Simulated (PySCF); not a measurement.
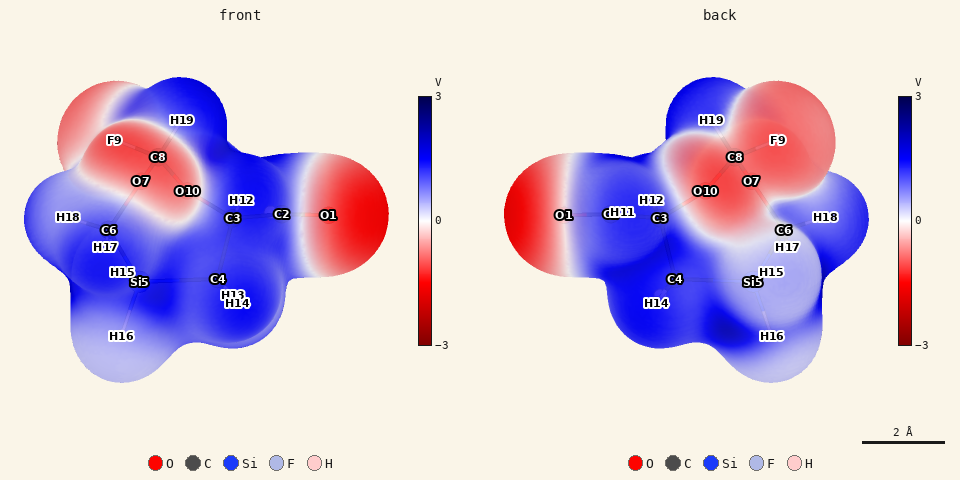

C5H9FO3Si. The electrostatic potential painted on the density surface at 0.004 e/bohr³, seen from the front and from behind; red is negative and blue positive.

Geometry: GFN2-xTB.

Method: PBE0/pcSseg-1, SCF density, gas phase, non-relativistic (PySCF 2.14.0).

The calculation's input:

```
{"job": {"kind": "nmr", "xc": "PBE0", "basis": "pcSseg-1"}, "charge": 0, "multiplicity": 1}
O      3.482902     0.844123     0.430094
C      2.501281     0.773697    -0.250576
C      1.132521     0.384156     0.248837
C      0.996241    -1.139591     0.127392
Si    -0.748677    -1.433742    -0.602643
C     -2.014625    -0.468179     0.472668
O     -1.512054     0.774506     1.000757
C     -0.908528     1.569678     0.096343
F     -1.777778     1.956985    -0.887961
O      0.138210     0.980978    -0.590406
H      2.520495     0.935199    -1.343292
H      0.991287     0.708875     1.284726
H      1.153921    -1.618992     1.090481
H      1.752601    -1.531629    -0.552548
H     -0.822428    -1.070910    -2.014921
H     -1.076471    -2.853588    -0.420840
H     -2.291406    -1.028768     1.365166
H     -2.929873    -0.260985    -0.089284
H     -0.597421     2.487437     0.628542
```

Command:

```sh
OMP_NUM_THREADS=1 python probes_run.py task.json out
```

> Describe the electrostatic potential map.

The most negative region (about −1.6 V) lies over O1, the most positive (about +2.0 V) over Si5. O1 is the likeliest acceptor of a hydrogen bond.

> What dipole moment does the calculation give?

Its dipole moment is 2.00 D.
